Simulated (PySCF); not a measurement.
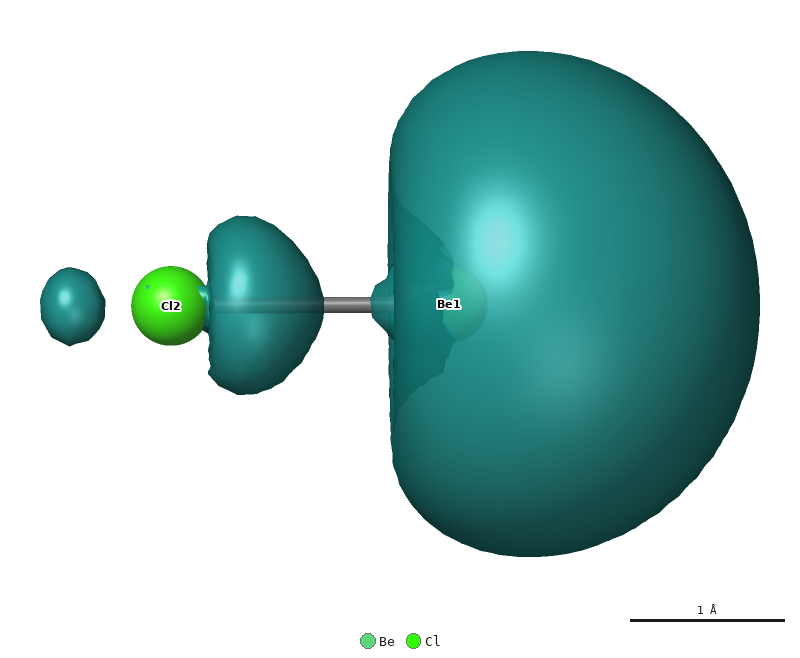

The picture shows: BeCl (doublet). Isosurface of the spin density (α minus β) at +0.015 e/Å³ (teal), seen from one side.

Computed with PBE0/pcseg-2, non-relativistic, at a bond length of 1.806 Å (PySCF).

### Describe the spin distribution.

The unpaired spin (1 electron) lies mostly on Be1 (about 1.0), in electrons by Hirshfeld's partition.
